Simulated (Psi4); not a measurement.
**Single-point calculation of SiHClO (charge +1)**

SiHClO, charge +1, multiplicity 2, computed with r2SCAN-3c/def2-mTZVPP, UKS (Psi4 1.11).

The geometry was optimised with r2SCAN-3c/def2-mTZVPP.

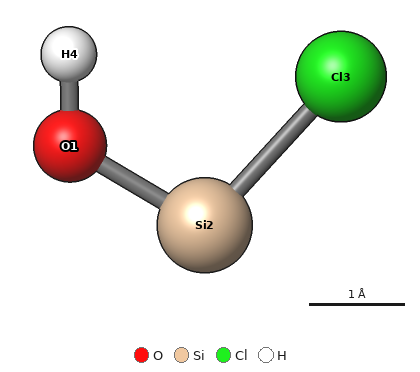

**Figure 1.** The structure (ball-and-stick view, seen on its broad side; atoms are numbered from 1 in the order of the input).

## The input (calc.py)
```python
import psi4

psi4.set_memory('1600 MB')
psi4.set_num_threads(1)
psi4.core.set_output_file('run.log', False)

mol = psi4.geometry("""
1 2
O
Si 1 1.646505
Cl 2 2.1373 1 101.74242
H 1 0.965805 2 121.29277 3 0.00074
units angstrom
symmetry c1
""")

psi4.set_options({
    'reference': 'uks',
})

energy_value = psi4.energy("r2scan-3c")
print(f'total energy {energy_value:.8f} hartree = {energy_value * 27.211386:.5f} eV')
```

Hardware: 1 thread of Intel Xeon (Sapphire Rapids), 64 GiB of memory available, shared host.

Command:
```bash
python calc.py
```

## The program's output
```
=> Loading Basis Set <=

    Name: DEF2-MTZVPP
    Role: ORBITAL
    Keyword: BASIS

   => R2SCAN3C: Empirical Dispersion <=

        a1 =       0.420000
        a2 =       5.650000
       alp =      16.000000
        s6 =       1.000000
        s8 =       0.000000
        s9 =       2.000000
        ga =       2.000000
        gc =       1.000000
        wf =       6.000000

         ---------------------------------------------------------
                                   SCF
                              UKS Reference
                        1 Threads,   1525 MiB Core
         ---------------------------------------------------------

  ==> Geometry <==

    Molecular point group: c1
    Full point group: C1

    Geometry (in Angstrom), charge = 1, multiplicity = 2:

       Center              X                  Y                   Z               Mass
    ------------   -----------------  -----------------  -----------------  -----------------
         O            0.000000134369     0.925677996192    -1.480268204918    15.994914619570
         SI           0.000000134369     0.925677996192     0.166236795082    27.976926534650
         CL           0.000000134369    -1.166893454795     0.601203474858    34.968852682000
         H           -0.000010524792     0.100374077390    -1.981918221884     1.007825032230

  Running in c1 symmetry.

  Rotational constants: A =      0.71928  B =      0.14750  C =      0.12240 [cm^-1]
  Rotational constants: A =  21563.52371  B =   4422.04952  C =   3669.53497 [MHz]
  Nuclear repulsion =  130.035716374418257

  Charge       = 1
  Multiplicity = 2
  Electrons    = 39
  Nalpha       = 20
  Nbeta        = 19

  ==> Algorithm <==

  SCF Algorithm Type is DF.
  DIIS enabled.
  MOM disabled.
  Fractional occupation disabled.
  Guess Type is SAD.
  Energy threshold   = 1.00e-06
  Density threshold  = 1.00e-06
  Integral threshold = 1.00e-12

  ==> Primary Basis <==

  Basis Set: DEF2-MTZVPP
    Blend: DEF2-MTZVPP
    Number of shells: 35
    Number of basis functions: 83
    Number of Cartesian functions: 89
    Spherical Harmonics?: true
    Max angular momentum: 2

  ==> DFT Potential <==

   => LibXC <=

    Version 7.1.2

   => Composite Functional: R2SCAN3C <=

    Deriv               =              1
    GGA                 =           TRUE
    Meta                =           TRUE

    Exchange Hybrid     =          FALSE
    MP2 Hybrid          =          FALSE

   => Exchange Functionals <=

    1.0000   XC_MGGA_X_R2SCAN

   => Correlation Functionals <=

    1.0000   XC_MGGA_C_R2SCAN

   => LibXC Density Thresholds  <==

    XC_MGGA_C_R2SCAN:  1.00E-15
    XC_MGGA_X_R2SCAN:  1.00E-11

   => Molecular Quadrature <=

    Radial Scheme          =       TREUTLER
    Pruning Scheme         =           NONE
    Nuclear Scheme         =       TREUTLER

    Blocking Scheme        =         OCTREE
    BS radius alpha        =              1
    Pruning alpha          =              1
    Radial Points          =             75
    Spherical Points       =            302
    Total Points           =          86535
    Total Blocks           =            704
    Max Points             =            256
    Max Functions          =             81
    Weights Tolerance      =       1.00E-15

   => Loading Basis Set <=

    Name: (DEF2-MTZVPP AUX)
    Role: JKFIT
    Keyword: DF_BASIS_SCF

  ==> Integral Setup <==

  DFHelper Memory: AOs need 0.020 GiB; user supplied 0.689 GiB.
  SCF_SUBTYPE=INCORE selected. In-core MEM_DF algorithm will be used.
  Using in-core AOs.

  ==> MemDFJK: Density-Fitted J/K Matrices <==

    J tasked:                   Yes
    K tasked:                    No
    wK tasked:                   No
    Memory [MiB]:               705
    Algorithm:                 Core
    Schwarz Cutoff:           1E-12
    Mask sparsity (%):       1.6548
    Fitting Condition:        1E-10

   => Auxiliary Basis Set <=

  Basis Set: (DEF2-MTZVPP AUX)
    Blend: DEF2-UNIVERSAL-JKFIT
    Number of shells: 107
    Number of basis functions: 351
    Number of Cartesian functions: 423
    Spherical Harmonics?: true
    Max angular momentum: 4

  Cached 100.0% of DFT collocation blocks in 0.428 [GiB].

  Minimum eigenvalue in the overlap matrix is 3.0660211385E-03.
  Reciprocal condition number of the overlap matrix is 6.2872067702E-04.
    Using symmetric orthogonalization.

  ==> Pre-Iterations <==

  SCF Guess: Superposition of Atomic Densities via on-the-fly atomic UHF (no occupation information).

   -------------------------
    Irrep   Nso     Nmo
   -------------------------
     A         83      83
   -------------------------
    Total      83      83
   -------------------------

  ==> Iterations <==

                           Total Energy        Delta E     RMS |[F,P]|

   @DF-UKS iter SAD:  -825.12820370599877   -8.25128e+02   0.00000e+00
   @DF-UKS iter   1:  -824.98421156087204    1.43992e-01   8.74478e-03 DIIS/ADIIS
   @DF-UKS iter   2:  -822.26993425143223    2.71428e+00   2.59386e-02 DIIS/ADIIS
   @DF-UKS iter   3:  -825.14781861583037   -2.87788e+00   2.47258e-03 DIIS/ADIIS
   @DF-UKS iter   4:  -825.15355695675555   -5.73834e-03   2.15653e-03 DIIS/ADIIS
   @DF-UKS iter   5:  -825.17141663024881   -1.78597e-02   7.00673e-04 DIIS/ADIIS
   @DF-UKS iter   6:  -825.17365168330218   -2.23505e-03   1.73416e-04 DIIS/ADIIS
   @DF-UKS iter   7:  -825.17379114602556   -1.39463e-04   3.45924e-05 DIIS
   @DF-UKS iter   8:  -825.17379632388747   -5.17786e-06   1.31026e-05 DIIS
   @DF-UKS iter   9:  -825.17379710142927   -7.77542e-07   3.33818e-06 DIIS
   @DF-UKS iter  10:  -825.17379715890024   -5.74710e-08   5.17249e-07 DIIS
  Energy and wave function converged.

  ==> Post-Iterations <==

   Electrons on quadrature grid:
      Nalpha   =   20.0000102379 ; deviation = 1.024e-05
      Nbeta    =   19.0000101510 ; deviation = 1.015e-05
      Ntotal   =   39.0000203889 ; deviation = 2.039e-05

   @Spin Contamination Metric:   8.165531773E-03
   @S^2 Expected:                7.500000000E-01
   @S^2 Observed:                7.581655318E-01
   @S   Expected:                5.000000000E-01
   @S   Observed:                5.000000000E-01

    Orbital Energies [Eh]
    ---------------------

    Alpha Occupied:

       1A   -101.478857     2A    -66.240805     3A    -19.236378
       4A     -9.630191     5A     -7.377746     6A     -7.367042
       7A     -7.366325     8A     -5.585475     9A     -3.931481
      10A     -3.929043    11A     -3.925648    12A     -1.237902
      13A     -1.035496    14A     -0.796940    15A     -0.686216
      16A     -0.600714    17A     -0.589707    18A     -0.559408
      19A     -0.544775    20A     -0.535040

    Alpha Virtual:

      21A     -0.372937    22A     -0.277935    23A     -0.223135
      24A     -0.111589    25A     -0.062086    26A     -0.046782
      27A     -0.017415    28A      0.007744    29A      0.011493
      30A      0.035984    31A      0.050398    32A      0.073159
      33A      0.153165    34A      0.173167    35A      0.175290
      36A      0.195745    37A      0.206290    38A      0.225657
      39A      0.260704    40A      0.288704    41A      0.333574
      42A      0.347664    43A      0.371482    44A      0.379564
      45A      0.407227    46A      0.462023    47A      0.524238
      48A      0.555000    49A      0.559646    50A      0.725161
      51A      0.796432    52A      0.973443    53A      0.999140
      54A      1.014274    55A      1.020874    56A      1.063598
      57A      1.072704    58A      1.123749    59A      1.222601
      60A      1.281322    61A      1.380635    62A      1.414425
      63A      1.460075    64A      1.511840    65A      1.576229
      66A      1.864385    67A      2.001644    68A      2.082496
      69A      2.098188    70A      2.232151    71A      2.294820
      72A      2.409802    73A      2.468591    74A      2.612583
      75A      2.626356    76A      2.765441    77A      2.805568
      78A      2.848787    79A      3.051744    80A      4.259618
      81A      9.987191    82A     24.553684    83A     43.117880

    Beta Occupied:

       1A   -101.476423     2A    -66.237164     3A    -19.234970
       4A     -9.629012     5A     -7.372645     6A     -7.366022
       7A     -7.364826     8A     -5.581971     9A     -3.927422
      10A     -3.923725    11A     -3.919671    12A     -1.234476
      13A     -1.022306    14A     -0.783009    15A     -0.671991
      16A     -0.589346    17A     -0.587439    18A     -0.541233
      19A     -0.532923

    Beta Virtual:

      20A     -0.465492    21A     -0.329428    22A     -0.235316
      23A     -0.196130    24A     -0.104625    25A     -0.047221
      26A     -0.021843    27A     -0.002472    28A      0.018618
      29A      0.022700    30A      0.057212    31A      0.077789
      32A      0.085779    33A      0.164784    34A      0.182596
      35A      0.184918    36A      0.206130    37A      0.216127
      38A      0.239076    39A      0.263615    40A      0.301466
      41A      0.335158    42A      0.369216    43A      0.389664
      44A      0.393433    45A      0.419738    46A      0.471052
      47A      0.533707    48A      0.570527    49A      0.571227
      50A      0.739716    51A      0.808892    52A      1.031629
      53A      1.043937    54A      1.044419    55A      1.070534
      56A      1.086912    57A      1.104380    58A      1.140360
      59A      1.239590    60A      1.295043    61A      1.388369
      62A      1.425244    63A      1.475210    64A      1.533723
      65A      1.594391    66A      1.869862    67A      2.008465
      68A      2.086055    69A      2.109317    70A      2.243431
      71A      2.307748    72A      2.411145    73A      2.471485
      74A      2.616039    75A      2.634193    76A      2.769131
      77A      2.809161    78A      2.858197    79A      3.065736
      80A      4.268213    81A      9.992914    82A     24.556324
      83A     43.118611

    Final Occupation by Irrep:
              A
    DOCC [    19 ]
    SOCC [     1 ]
    NA   [    20 ]
    NB   [    19 ]

  @DF-UKS Final Energy:  -825.17379715890024

   => Energetics <=

    Nuclear Repulsion Energy =            130.0357163744182571
    One-Electron Energy =               -1389.0463126309459767
    Two-Electron Energy =                 491.5566718445411993
    DFT Exchange-Correlation Energy =     -57.7220697213627645
    Empirical Dispersion Energy =           0.0021969744489812
    VV10 Nonlocal Energy =                  0.0000000000000000
    Total Energy =                       -825.1737971589002427

  UHF NO Occupations:
  HONO-2 :   18  A 1.9986449
  HONO-1 :   19  A 1.9975238
  HONO-0 :   20  A 1.0000000
  LUNO+0 :   21  A 0.0024762
  LUNO+1 :   22  A 0.0013551
  LUNO+2 :   23  A 0.0001040
  LUNO+3 :   24  A 0.0000845

Computation Completed

Properties will be evaluated at   0.000000,   0.000000,   0.000000 [a0]

Properties computed using the SCF density matrix

 Multipole Moments:

 ------------------------------------------------------------------------------------
     Multipole            Electronic (a.u.)      Nuclear  (a.u.)        Total (a.u.)
 ------------------------------------------------------------------------------------

 L = 1.  Multiply by 2.5417464519 to convert [e a0] to [Debye]
 Dipole X            :          0.0000035           -0.0000100           -0.0000065
 Dipole Y            :         -0.2278260            1.1869394            0.9591134
 Dipole Z            :          2.4268616           -2.4118379            0.0150237
 Magnitude           :                                                    0.9592311

 ------------------------------------------------------------------------------------

	total time  =          8 seconds =       0.13 minutes
```

## Standard output
```
Memory set to   1.490 GiB by Python driver.
  Threads set to 1 by Python driver.
total energy -825.17379716 hartree = -22454.12271 eV
```

## Results in brief

```json
{"quantity": "outcome", "value": "converged"}
{"quantity": "total energy", "value": "−825.173797 hartree"}
{"quantity": "dispersion energy", "value": "0.002197 hartree"}
{"quantity": "basis functions", "value": "83"}
{"quantity": "⟨S²⟩", "value": "0.758"}
{"quantity": "wall time", "value": "10 s"}
{"quantity": "peak memory", "value": "0.67 GiB"}
```
